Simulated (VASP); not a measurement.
Band structure of GaBi (space group P4_2/mmc). Method: PBE GGA, VASP's PBE PAW potentials (set 64) (plane waves; VASP 6.6.1).

Unless said otherwise, spin-orbit coupling is left out, though it shifts the bands of the heavy elements here.

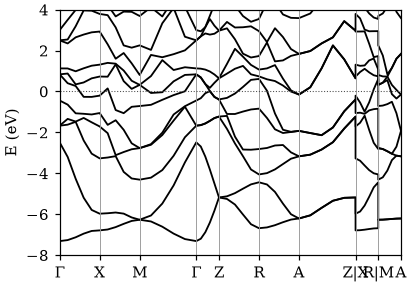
Figure: Bands along high-symmetry lines, zero at the valence-band maximum or, without a gap, the Fermi level

### Question
Read the plot: is there a gap, and where are the band edges?

### Answer
It has no gap at this level: it comes out as a metal or semimetal.

The structure was generated: GaBi was put into an ordered model structure, which need not be its known phase. The cell was not relaxed at this level. The k-mesh is coarse (spacing up to 0.30 per Å, 2π included), so the numbers may not be converged in it.
